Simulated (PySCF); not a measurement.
# [TlCl2]+: a change of charge

Aim: at the relaxed geometry of [TlCl2]+, try a change of charge. The species was built from a template and needn't be a known compound.

Computed with PySCF 2.14.0. Level: PBE0, Tl def2-SVP with ECP60, Cl def2-SVP; scalar-relativistic core potentials, no spin–orbit coupling.

1 further run of the same task is left out (for a known fault of the program).

## (1) Where the work starts

3 atoms, charge 1, spin multiplicity 1.

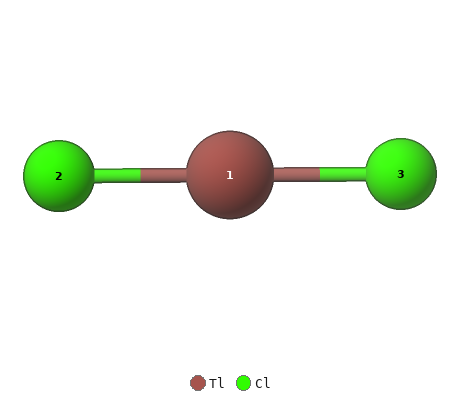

The structure; thallium brown, chlorine green; atoms are numbered from 1 in the order of the file.

Coordinates:

```
Tl    0.0000    0.0000    0.4052
Cl    2.3001    0.0000    0.4058
Cl   -2.3001    0.0000    0.4058
```

Formal oxidation states: Tl +3. An earlier session relaxed this geometry at PBE0, Tl def2-SVP with ECP60, Cl def2-SVP (singlet, point group D∞h).

Its energy there is -1092.057706 Eh.

## (2) One electron removed, multiplicity 2

The input, run.py (the lines that set the calculation):

```python
mol = gto.M(atom='''
Tl     0.00000     0.00000     0.40525
Cl     2.30008     0.00000     0.40582
Cl    -2.30008     0.00000     0.40582''',
    basis={'Tl': 'def2-SVP', 'Cl': 'def2-SVP'},
    ecp={'Tl': 'def2-SVP'},
    charge=2, spin=1)
mf = dft.UKS(mol, xc='PBE0')
mf.grids.atom_grid = (50, 194)
mf = mf.density_fit()  # fitting sets: Tl def2-universal-JKFIT, Cl def2-universal-JKFIT
mf.conv_tol = 1e-08; mf.max_cycle = 55
mf.kernel(dm0)  # dm0: the density of the relaxed state
```

Started as:

```
$ OMP_NUM_THREADS=2 python run.py
```

The program printed:

```text
init E= -1092.06716363523
cycle= 1 E= -1091.39263313803  delta_E= 0.675  |g|= 0.192  |ddm|= 0.744
  HOMO = -0.816576321896  LUMO = -0.773503057667  gap/eV = 1.17208
cycle= 2 E= -1091.40005020843  delta_E= -0.00742  |g|= 0.163  |ddm|= 0.48
  HOMO = -0.776237257238  LUMO = -0.730770225408  gap/eV = 1.23722
cycle= 3 E= -1091.41496991644  delta_E= -0.0149  |g|= 0.0362  |ddm|= 0.294
  HOMO = -0.773340344106  LUMO = -0.72794236099  gap/eV = 1.23534
cycle= 4 E= -1091.41577219317  delta_E= -0.000802  |g|= 0.0057  |ddm|= 0.0681
  HOMO = -0.772243069004  LUMO = -0.726576396433  gap/eV = 1.24265
cycle= 5 E= -1091.41579880284  delta_E= -2.66e-05  |g|= 0.00105  |ddm|= 0.0107
  HOMO = -0.772188342982  LUMO = -0.726490166079  gap/eV = 1.24351
cycle= 6 E= -1091.41579977664  delta_E= -9.74e-07  |g|= 0.000337  |ddm|= 0.00195
  HOMO = -0.772182058871  LUMO = -0.726463527536  gap/eV = 1.24406
cycle= 7 E= -1091.41579988881  delta_E= -1.12e-07  |g|= 8.43e-05  |ddm|= 0.000738
  HOMO = -0.772181468468  LUMO = -0.726460984208  gap/eV = 1.24412
cycle= 8 E= -1091.41579976672  delta_E= 1.22e-07  |g|= 0.000407  |ddm|= 0.000688
  HOMO = -0.772181168125  LUMO = -0.726459864986  gap/eV = 1.24414
cycle= 9 E= -1091.41579989782  delta_E= -1.31e-07  |g|= 8.35e-06  |ddm|= 0.000579
  HOMO = -0.772180953742  LUMO = -0.726459577532  gap/eV = 1.24414
cycle= 10 E= -1091.415799898  delta_E= -1.84e-10  |g|= 1.14e-06  |ddm|= 5.46e-05
  HOMO = -0.7721807982  LUMO = -0.726459420218  gap/eV = 1.24414
Extra cycle  E= -1091.41579989801  delta_E= -5.23e-12  |g|= 9.63e-07  |ddm|= 5.11e-06
converged SCF energy = -1091.41579989801  <S^2> = 0.75801845  2S+1 = 2.0080024
```

Wall time 0.8 s (2 threads of Arm Neoverse V1, shared host).

Read off: E = -1091.415800 Eh (+17.467 eV from the relaxed state), HOMO -21.01 eV, LUMO -19.77 eV (over both spins), ⟨S²⟩ = 0.758, Mulliken charge on Tl1 +1.14 e. 

## (3) One electron added, multiplicity 2

Edit run.py (the lines that set the calculation) of step 2 so:

```diff
@@ -6,3 +6,3 @@
     ecp={'Tl': 'def2-SVP'},
-    charge=2, spin=1)
+    charge=0, spin=1)
 mf = dft.UKS(mol, xc='PBE0')
```

Started as:

```
$ OMP_NUM_THREADS=2 python run.py
```

The program printed:

```text
init E= -1092.06648830575
  HOMO = -0.376674182385  LUMO = -0.369064343815  gap/eV = 0.20707
cycle= 1 E= -1092.32829911326  delta_E= -0.262  |g|= 0.172  |ddm|=  1.6
  HOMO = -0.168830444194  LUMO = -0.083212857796  gap/eV = 2.32977
cycle= 2 E= -1092.34096204979  delta_E= -0.0127  |g|= 0.115  |ddm|= 0.612
  HOMO = -0.203261416496  LUMO = -0.115521690943  gap/eV = 2.38752
cycle= 3 E= -1092.34721617231  delta_E= -0.00625  |g|= 0.0049  |ddm|= 0.193
  HOMO = -0.206475371172  LUMO = -0.117026575509  gap/eV = 2.43403
cycle= 4 E= -1092.34723932255  delta_E= -2.32e-05  |g|= 0.00179  |ddm|= 0.0115
  HOMO = -0.206645902863  LUMO = -0.116847890405  gap/eV = 2.44353
cycle= 5 E= -1092.34724147468  delta_E= -2.15e-06  |g|= 0.000589  |ddm|= 0.00374
  HOMO = -0.206667910481  LUMO = -0.116735689261  gap/eV = 2.44718
cycle= 6 E= -1092.3472417173  delta_E= -2.43e-07  |g|= 0.000199  |ddm|= 0.00109
  HOMO = -0.206668926549  LUMO = -0.116731585824  gap/eV = 2.44732
cycle= 7 E= -1092.34724174147  delta_E= -2.42e-08  |g|= 6.05e-05  |ddm|= 0.000421
  HOMO = -0.20666576147  LUMO = -0.11672281167  gap/eV = 2.44747
cycle= 8 E= -1092.34724174412  delta_E= -2.65e-09  |g|= 4.21e-06  |ddm|= 0.000102
  HOMO = -0.206665768962  LUMO = -0.116722672918  gap/eV = 2.44748
Extra cycle  E= -1092.34724174414  delta_E= -1.55e-11  |g|= 4.06e-06  |ddm|= 1.3e-05
converged SCF energy = -1092.34724174414  <S^2> = 0.75336093  2S+1 = 2.0033581
```

It took 0.7 s on 2 threads of Arm Neoverse V1, shared host.

Result: E = -1092.347242 Eh (-7.879 eV from the relaxed state), HOMO -5.62 eV, LUMO -3.18 eV (over both spins), ⟨S²⟩ = 0.753, Mulliken charge on Tl1 +0.48 e. 

## (4) The states side by side

| state | energy from the relaxed state (eV) | ⟨S²⟩ | time |
| --- | --- | --- | --- |
| charge +1, singlet, vacuum (relaxed) | 0 | 0.00 |  |
| charge 0, doublet, vacuum | -7.88 | 0.75 | 0.7 s |
| charge +2, doublet, vacuum | 17.47 | 0.76 | 0.8 s |

An electron taken off or put on is at rest in vacuum. 

Removing an electron vertically costs 17.47 eV (doublet), against −HOMO = 15.16 eV. Adding an electron vertically releases 7.88 eV (doublet). The bases are small and lack diffuse functions. Spin–orbit coupling is left out.
